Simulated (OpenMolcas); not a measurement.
# NaBr (SMILES [Na][Br]) at 6 levels

Aim: a comparison of 6 runs (HF/3-21G, HF/cc-pVTZ, B3LYP/cc-pVTZ, BHLYP/cc-pVTZ, BLYP/cc-pVTZ, r2SCAN/cc-pVTZ) of NaBr. 

Program for the calculation: OpenMolcas 26.06.

## (1) The structure to begin with

The species is NaBr (2 atoms), meant as a singlet with charge 0. As SMILES, `[Na][Br]`. The shape is that of a PBE0-D4/def2-TZVP optimisation.

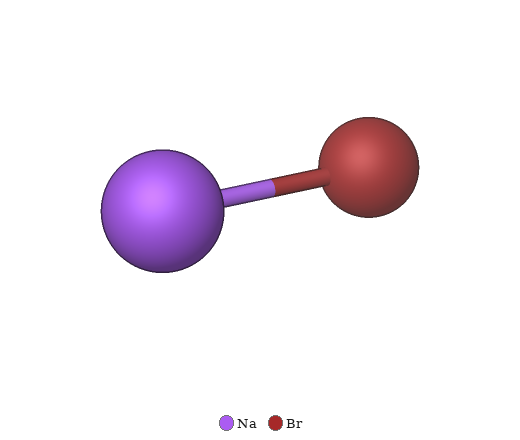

Viewed from a chosen angle; sodium purple, bromine red.

## (2) Energy and gradient at HF/3-21G (run 1)

Input file run.input:

```
&GATEWAY
 BASLIB = $CurrDir
 BASISSET
 Na.3-21G....
 Na1 1.067110 -0.379380 0.537360 angstrom
 End of Basis
 BASISSET
 Br.3-21G....
 Br2 -1.067110 0.379380 -0.537360 angstrom
 End of Basis

&SEWARD

&SCF
 THRESHOLDS = 1e-10 1e-07 1e-07 1e-05
 PRORBITALS = 0

&ALASKA
```

The basis set 3-21G is read from a file made from the Basis Set Exchange's data (not shown).

On the command line:

```sh
$ export MOLCAS_MEM=1860
$ pymolcas run.input > run.log
```

The program printed:

```text
--- Start Module: gateway ---
[...]
--- Stop Module: gateway /rc=_RC_ALL_IS_WELL_ ---
[...]
      Basis functions           35
[...]
--- Start Module: scf ---
[...]
       Convergence after  10 Iterations
[...]
::    Total SCF energy                              -2720.9841552780
[...]
      Total spin, S                                     0.0000000000
[...]
      Total electronic charge=   46.000000
      Total            charge=   -0.000000
[...]
      Dipole Moment (debye):
      Origin of the operator (angstrom)=   -0.5856    0.2082   -0.2949
                   X=  8.1185E+00               Y= -2.8863E+00               Z=  4.0882E+00           Total=  9.5370E+00
      Quadrupole Moment (debye*angstrom):
[...]
--- Stop Module: scf /rc=_RC_ALL_IS_WELL_ ---
--- Start Module: alaska ---
[...]
 *              Molecular gradients               *
 **************************************************
  Irreducible representation: a
 ------------------------------------------------------------------------------------------
                              X                       Y                       Z
 ------------------------------------------------------------------------------------------
  NA1              -6.41564777034631E-03    2.28089742491644E-03   -3.23070019573812E-03
  BR2               6.41564777034631E-03   -2.28089742491822E-03    3.23070019573457E-03
 ------------------------------------------------------------------------------------------
--- Stop Module: alaska /rc=_RC_ALL_IS_WELL_ ---
[...]
```

It took 2 s on 1 thread of Arm Neoverse V1, shared host; peak memory 0.37 GiB.

## (3) Energy and gradient at HF/cc-pVTZ (run 2)

Input file calc.inp:

```
* BrNa Hartree-Fock
&gateway
baslib=$CurrDir
coord
2
angstrom
Na       1.067110      -0.379380       0.537360
Br      -1.067110       0.379380      -0.537360
basis=cc-pVTZ
group=NoSym
&seward
&scf
thresholds=1e-10 1e-07 1e-07 1e-05
prorbitals=1
&alaska
```

The basis set cc-pVTZ is read from a file made from the Basis Set Exchange's data (not shown).

On the command line:

```sh
$ export MOLCAS_MEM=1860
$ pymolcas calc.inp > calc.log
```

The program printed:

```text
--- Start Module: gateway ---
[...]
--- Stop Module: gateway /rc=_RC_ALL_IS_WELL_ ---
[...]
      Basis functions           77
[...]
--- Start Module: scf ---
[...]
       Convergence after  11 Iterations
[...]
::    Total SCF energy                              -2734.4051861582
[...]
      Total spin, S                                     0.0000000000
[...]
      Total electronic charge=   46.000000
      Total            charge=   -0.000000
[...]
      Dipole Moment (debye):
      Origin of the operator (angstrom)=   -0.5856    0.2082   -0.2949
                   X=  8.0178E+00               Y= -2.8505E+00               Z=  4.0375E+00           Total=  9.4187E+00
      Quadrupole Moment (debye*angstrom):
[...]
--- Stop Module: scf /rc=_RC_ALL_IS_WELL_ ---
[...]
--- Start Module: alaska ---
[...]
 *              Molecular gradients               *
 **************************************************
  Irreducible representation: a
 ------------------------------------------------------------------------------------------
                              X                       Y                       Z
 ------------------------------------------------------------------------------------------
  NA1              -4.18422673752339E-03    1.48758041773078E-03   -2.10703308894544E-03
  BR2               4.18422673751273E-03   -1.48758041773611E-03    2.10703308895255E-03
 ------------------------------------------------------------------------------------------
--- Stop Module: alaska /rc=_RC_ALL_IS_WELL_ ---
[...]
```

It took 8.4 s on 1 thread of Arm Neoverse V1, shared host; peak memory 0.44 GiB.

Runs 3 to 5 aren't shown in full; the table further down has their settings and results.

## (4) Energy and gradient at r2SCAN/cc-pVTZ (run 6)

Input file run.inp:

```
* BrNa Kohn-Sham DFT
>>> EXPORT MOLCAS_PRINT=2
&GATEWAY
BasLib=$CurrDir
Coord
2
angstrom
Na       1.067110      -0.379380       0.537360
Br      -1.067110       0.379380      -0.537360
Basis=cc-pVTZ
Group=NoSym
&SEWARD
GridInput
Grid=UltraFine
End of Grid
&SCF
KSDFT=2
1.0 MGGA_X_R2SCAN
1.0 MGGA_C_R2SCAN
Thresholds=1e-10 1e-07 1e-07 1e-05
PrOrbitals=1 2
&ALASKA
```

The basis set cc-pVTZ is read from a file made from the Basis Set Exchange's data (not shown).

On the command line:

```sh
$ export MOLCAS_MEM=1860
$ pymolcas run.inp > run.log
```

The program printed:

```text
--- Start Module: gateway ---
[...]
--- Stop Module: gateway /rc=_RC_ALL_IS_WELL_ ---
[...]
      Basis functions           77
[...]
--- Start Module: scf ---
[...]
       Convergence after  16 Iterations
[...]
::    Total KS-DFT energy                           -2736.5303200066
[...]
      Total spin, S                                     0.0000000000
[...]
      Total electronic charge=   46.000000
      Total            charge=   -0.000000
[...]
      Dipole Moment (debye):
      Origin of the operator (angstrom)=   -0.5856    0.2082   -0.2949
                   X=  7.6589E+00               Y= -2.7229E+00               Z=  3.8568E+00           Total=  8.9971E+00
      Quadrupole Moment (debye*angstrom):
[...]
--- Stop Module: scf /rc=_RC_ALL_IS_WELL_ ---
[...]
--- Start Module: alaska ---
[...]
 *              Molecular gradients               *
 **************************************************
  Irreducible representation: a
 ------------------------------------------------------------------------------------------
                              X                       Y                       Z
 ------------------------------------------------------------------------------------------
  NA1              -1.77164129421570E-03    6.29855655226663E-04   -8.92137800319937E-04
  BR2               1.77164129421925E-03   -6.29855655224887E-04    8.92137800319937E-04
 ------------------------------------------------------------------------------------------
--- Stop Module: alaska /rc=_RC_ALL_IS_WELL_ ---
[...]
```

Wall time 20 s (1 thread of Arm Neoverse V1, shared host); peak memory 0.44 GiB.

## (5) Overview of the runs

```tsv
run	level	integration grid	energy (Eh)	dipole moment (D)	HOMO energy (eV)	LUMO energy (eV)	wall time
1	HF/3-21G	–	-2720.984155	9.54	-8.52	-0.47	2 s
2	HF/cc-pVTZ	–	-2734.405186	9.42	-8.97	-0.49	8.4 s
3	B3LYP/cc-pVTZ	UltraFine	-2736.618036	8.72	-6.02	-2.08	14 s
4	BHLYP/cc-pVTZ	UltraFine	-2736.561053	9.02	-7.29	-1.49	14 s
5	BLYP/cc-pVTZ	UltraFine	-2736.600111	8.37	-4.96	-2.41	14 s
6	r2SCAN/cc-pVTZ	UltraFine	-2736.530320	9.00	-5.29	-1.57	20 s
```

## (6) Summary of results

```
                       quantity           value
            run 6: total energy  -2736.53032 Eh
           run 6: dipole moment          9.00 D
             run 6: HOMO energy        -5.29 eV
             run 6: LUMO energy        -1.57 eV
           run 6: HOMO–LUMO gap         3.72 eV
run 6: largest force on an atom      0.107 eV/Å
```

**Reading.** The dipole moment (its size) runs from 8.37 D (BLYP/cc-pVTZ) to 9.54 D (HF/3-21G). The two ends differ in method and basis. The HOMO–LUMO gap runs from 2.55 eV (BLYP/cc-pVTZ) to 8.48 eV (HF/cc-pVTZ). Exact exchange widens orbital gaps. Totals of different functionals can't be ranked against each other. All runs together took 72 s, the longest 20 s.
